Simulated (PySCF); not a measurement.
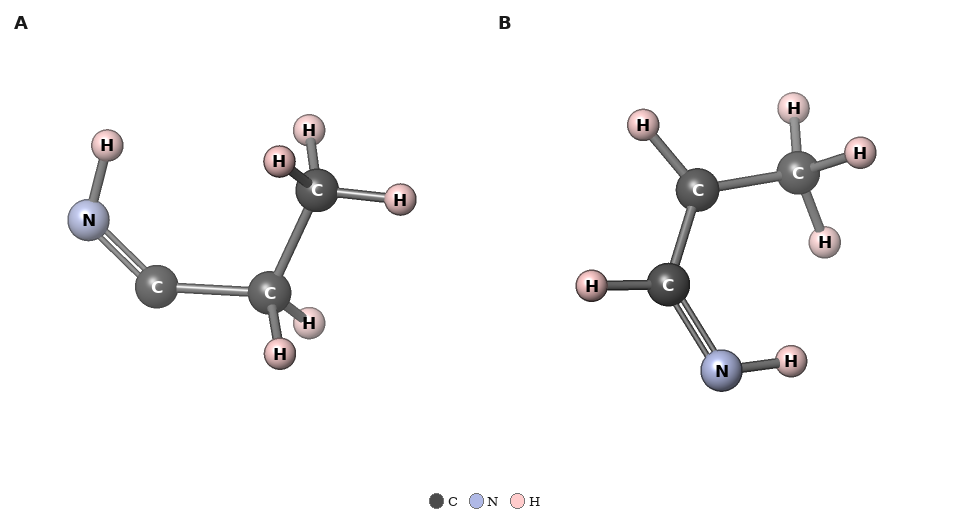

Atoms fade into the background with distance from the viewer. Charge 0, doublet. The computed structure is the end point of a PBE0-D3(BJ)/def2-SVP optimisation. No frequency run is at hand to confirm it as a minimum.

Q: Are A and B the same structure? If not, how do they differ?

A: No. They are constitutional isomers of C3H6N: A is [H]/N=[C]\CC, B is [H]/N=C\[CH]C
